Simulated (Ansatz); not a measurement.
# Fields on a plane of LaF3 (space group P6_3/mmc)

```
CELL_PARAMETERS angstrom
      4.07650     0.00000     0.00000
     -2.03825     3.53035     0.00000
      0.00000     0.00000     7.20695
ATOMIC_POSITIONS crystal
  La 0.66667 0.33333 0.25000
  La 0.33333 0.66667 0.75000
  F  0.33333 0.66667 0.41900
  F  0.66667 0.33333 0.58100
  F  0.66667 0.33333 0.91900
  F  0.33333 0.66667 0.08100
  F  0.00000 0.00000 0.75000
  F  0.00000 0.00000 0.25000
```

The slice is a (-1 1 0 2) plane (indices of the conventional cell) through the point (0.333, 0.667, 0.750) (fractional), spanned by u = [110] and v = [1 -1 1] in vectors of this cell: u (4.08 Å) and v (10.09 Å, at 90° to u). It covers one period; positions are fractions (u, v).

Atoms on it: La at (0.00, 0.00); F at (0.50, 0.83). Other atoms lie within 1 Å of the plane.

The numbers are results of LDA (plane waves to 420 eV, PAW, scalar-relativistic; Ansatz, a first-principles code), not measurements. k mesh 9×9×5. Near the nuclei the fields are pseudised (PAW); where an atom keeps semicore shells as valence, they peak there. LaF3 is run without spin polarisation. LaF3 was relaxed with its symmetry unable to fall. This is one of several known forms of LaF3; the measured ambient cells at hand have space group No. 165.

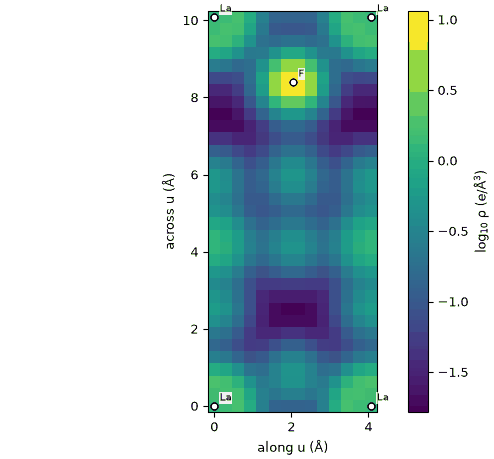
Figure. Log₁₀ of the valence density in e/Å³, one period of the plane, atoms marked. The scale is logarithmic, as a density can span decades between atoms and voids.

```
|xxxx +##+ xxx|
|xxx .*%%*. xx|
|xx  =xxxx=  x|
|  .=xxxxxx=. |
|=+*#xxxxxx#*+|
|##%%xxxxxx%%#|
|@@@@xxxxxx@@@|
|@@@@%xxxx%@@@|
|@@@%%####%%@@|
|@@@%##**##%@@|
|@@@%#****#%@@|
|xx%%%*xx*%%%x|
|xx%%%xxxx%%%x|
|xx*#%#xx#%#*x|
|x.=*#%%%%#*=.|
|   -*%@@%*-  |
|x   +#%%#+   |
|xx  =*xx*=  x|
|xx  =xxxx=  x|
|xx  =#xx#=  x|
|   -*%@@%*-  |
| .-+#%@@%#+-.|
|xx*#%@@@@%#*x|
|xx%@@@@@@@@%x|
|xx@@@@@@@@@@x|
|##%@@@@@@@@%#|
|++*#%@@@@%#*+|
|  .=#%xx%#=. |
|xx  =xxxx=  x|
|xxx .xxxx. xx|
|xxxx =xx= xxx|
|xxxx =##= xxx|
```
Scale: ten equal steps from 1.00 (start of ' ') to 9.82 (end of '@'), in the order ' .:-=+*#%@'. Values: electrostatic potential energy of an electron, from the cell's mean, in eV. The map has 13 points along u (one character each, u = 0 at the left) and 32 along v (v = 0 in the bottom row). Points within 1 Å of a nucleus are blanked (x), as the pseudised field means little there. Values under 1 eV are set to 1. The zero, the cell's mean, hangs on the PAW cores.
